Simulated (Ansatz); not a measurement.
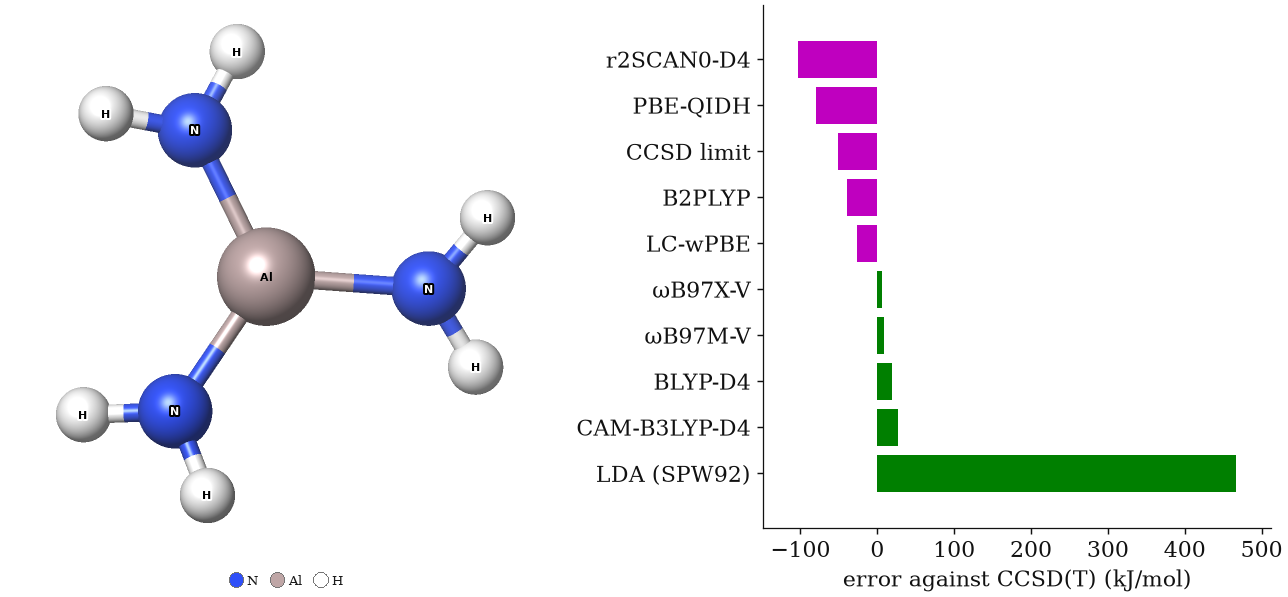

Error in the electronic atomisation energy (method less reference, so positive means overbinding) of AlN₃H₆, SMILES [NH2][Al]([NH2])[NH2], singlet: functionals in def2-TZVPP against frozen-core CCSD(T) at the limit (MP2 extrapolated from triple and quadruple zeta, plus CCSD(T) less MP2 in a smaller set), which gives 3478.8 kJ/mol, at a PBE0-D4/def2-TZVP geometry (a minimum by its frequencies), no zero-point or spin-orbit term, the Ansatz code 0.2.0. The reference leaves out core correlation, a term that grows with the number of heavy atoms. PBE-QIDH and B2PLYP hold a correlation term that converges slowly with the basis, so part of the distance to the limit is basis error. No dispersion term is added to PBE-QIDH, B2PLYP and LC-wPBE. Limit means the basis limit.

Q: Which of these levels overbind, and which underbind?

A: Overbind: CAM-B3LYP-D4 and LDA (SPW92). Underbind: r2SCAN0-D4, PBE-QIDH, CCSD limit, B2PLYP and LC-wPBE. Within 20 kJ/mol of zero, too close to call in view of what the reference leaves out: ωB97X-V, ωB97M-V and BLYP-D4.

Q: Give the values.

A:
```csv
level,kJ/mol
r2SCAN0-D4,−102.6
PBE-QIDH,−79.4
CCSD limit,−51.4
B2PLYP,−39.4
LC-wPBE,−26.1
ωB97X-V,5.8
ωB97M-V,9.2
BLYP-D4,19.2
CAM-B3LYP-D4,26.5
LDA (SPW92),466.9
```
